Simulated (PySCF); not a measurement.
```yaml
atoms:
  - { symbol: C, position_ang: [0.8728, 1.5524, -0.2359] }
  - { symbol: C, position_ang: [0.8814, 0.0567, -0.2441] }
  - { symbol: Si, position_ang: [2.5462, -0.8182, 0.0270] }
  - { symbol: C, position_ang: [-0.2071, -0.6802, -0.4286] }
  - { symbol: Cl, position_ang: [-0.0496, -2.4136, -0.4097] }
  - { symbol: C, position_ang: [-1.6267, -0.2237, -0.6360] }
  - { symbol: C, position_ang: [-2.3483, -0.0574, 0.6929] }
  - { symbol: F, position_ang: [-1.7492, 0.8345, 1.4962] }
  - { symbol: F, position_ang: [-2.4396, -1.1954, 1.3871] }
  - { symbol: F, position_ang: [-3.6062, 0.3842, 0.5154] }
  - { symbol: H, position_ang: [1.4730, 1.9190, -1.0682] }
  - { symbol: H, position_ang: [1.3350, 1.9075, 0.6829] }
  - { symbol: H, position_ang: [-0.1220, 1.9834, -0.3012] }
  - { symbol: H, position_ang: [3.5524, 0.2365, 0.1676] }
  - { symbol: H, position_ang: [2.4766, -1.6151, 1.2493] }
  - { symbol: H, position_ang: [2.8457, -1.6408, -1.1433] }
  - { symbol: H, position_ang: [-2.1827, -0.9610, -1.2180] }
  - { symbol: H, position_ang: [-1.6605, 0.7373, -1.1518] }
```

Geometry: GFN2-xTB.

Theory: PBE0/pcSseg-1, SCF density, gas phase, non-relativistic in PySCF.

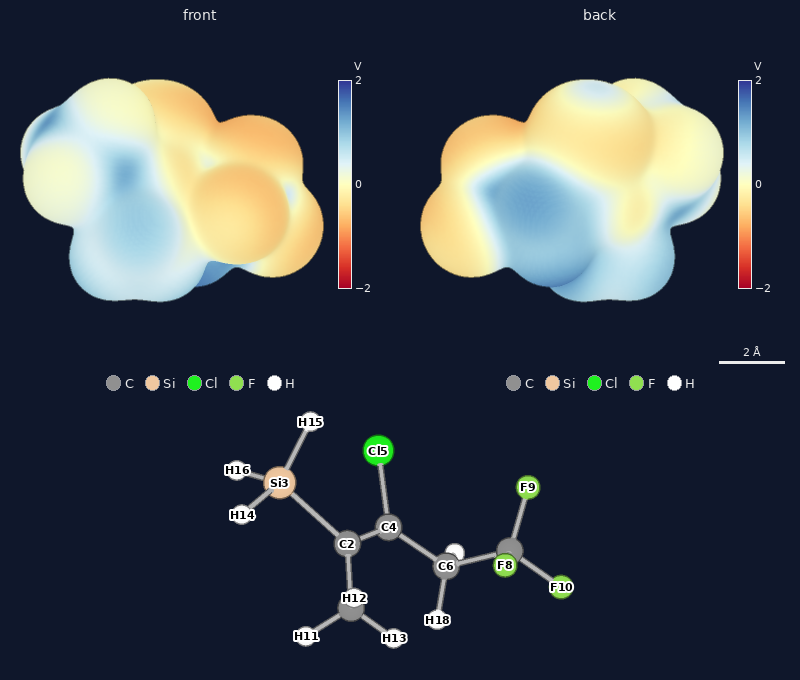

C5H8ClF3Si (SMILES C/C([SiH3])=C(/Cl)CC(F)(F)F). The electrostatic potential painted on the density surface at 0.002 e/bohr³, seen from the front and from behind; red is negative and blue positive. The bare structure is drawn below in the same view.

**Describe the electrostatic potential map.**

The most negative region (about −0.7 V) lies over Cl5 and F9, the most positive (about +1.5 V) over H18. Cl5 shows a σ-hole: about +0.5 V at the tip opposite its bond, against about −0.3 V on its flanks.

**What dipole moment does the calculation give?**

Its dipole moment is 2.48 D.
